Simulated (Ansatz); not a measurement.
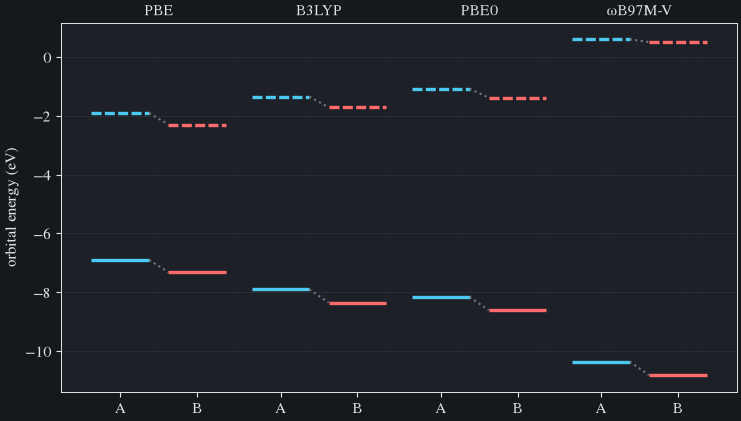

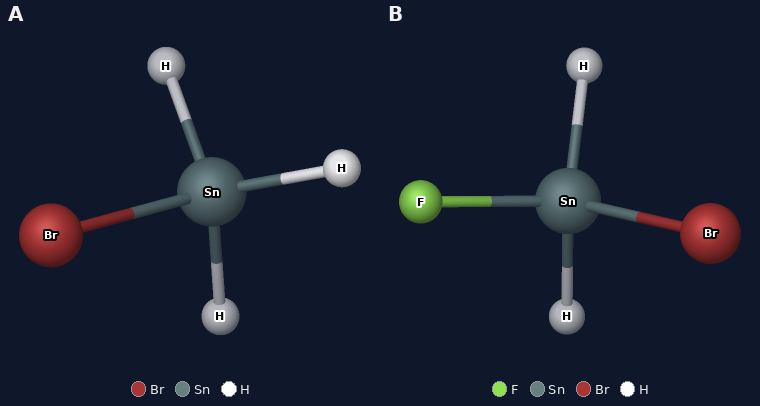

One change: A, SnH₃Br (SMILES [Br][SnH3]), becomes B, SnH₂BrF (SMILES [F][SnH2][Br]). H on Sn is replaced by F. HOMO (solid) and LUMO (dashed) computed in def2-TZVPP at PBE0-D4/def2-TZVP geometries, both minima by their frequencies, gas phase, the Ansatz code. Empty levels above zero depend strongly on the basis.

Q: What does the change do to HOMO and LUMO?

A: PBE: the HOMO falls by 0.42 eV, the LUMO falls by 0.39 eV, and the separation goes from 4.99 to 5.02 eV. B3LYP: the HOMO falls by 0.45 eV, the LUMO falls by 0.36 eV, and the separation goes from 6.55 to 6.64 eV. PBE0: the HOMO falls by 0.45 eV, the LUMO falls by 0.30 eV, and the separation goes from 7.08 to 7.23 eV. ωB97M-V: the HOMO falls by 0.46 eV, the LUMO falls by 0.09 eV, and the separation goes from 10.96 to 11.32 eV.

Q: Do the functionals agree on the effect?

A: They agree on the direction for both levels; the HOMO shift lies between −0.46 and −0.42 eV and the LUMO shift between −0.39 and −0.09 eV, while the separations themselves differ by up to 6.3 eV between functionals.

Note: core potentials past krypton; spin-orbit coupling is left out, and with Sn it can shift these values.
